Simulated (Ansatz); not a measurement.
```yaml
atoms:
  - { symbol: Cl, position_ang: [1.7379, 0.2489, -2.0076] }
  - { symbol: Cl, position_ang: [0.0554, -1.2435, 1.0190] }
  - { symbol: F, position_ang: [-1.2243, -1.1228, -1.4093] }
  - { symbol: Sn, position_ang: [-0.7991, 1.4286, 0.5206] }
  - { symbol: Sn, position_ang: [-0.6588, 0.4772, -2.4829] }
  - { symbol: H, position_ang: [0.4907, 1.9285, 1.6175] }
  - { symbol: H, position_ang: [0.6432, -1.0315, 2.1559] }
  - { symbol: H, position_ang: [-2.0617, 1.1911, 1.7324] }
```

Geometry: B3LYP-D3(BJ)/def2-SVP; core potentials replace the inner electrons of Sn.

Theory: Ansatz 0.2.0, isolated molecule in a Gaussian basis; Kohn-Sham density functional theory, functional PBE0.

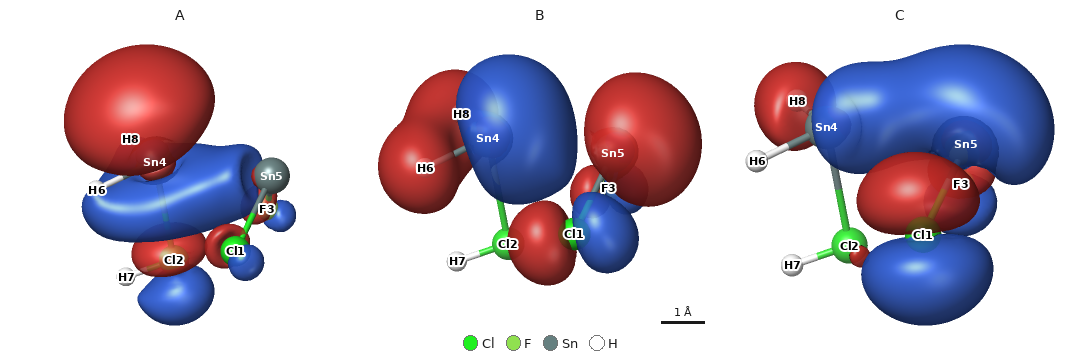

Cl$_{2}$FH$_{3}$Sn$_{2}$. Three frontier orbitals at ±0.06 Å⁻³ᐟ² (blue and red are the two phases), in no order.

**Order the three orbitals by energy and name them.**

C is the HOMO−1 (−8.07 eV). By Hirshfeld shares it lies mainly on Cl1 (about 50 %), Sn5 (about 30 %), F3 (about 10 %) and Sn4 (about 10 %). B is the HOMO (−6.86 eV). It lies mainly on Sn4 (about 40 %), Sn5 (about 30 %), Cl1 (about 15 %), H8 (about 10 %) and H6 (about 5 %). A is the LUMO (−2.60 eV). It lies mainly on Sn4 (about 70 %), Cl2 (about 10 %) and Sn5 (about 5 %).

**What is the HOMO–LUMO gap?**

4.26 eV between the orbital energies.
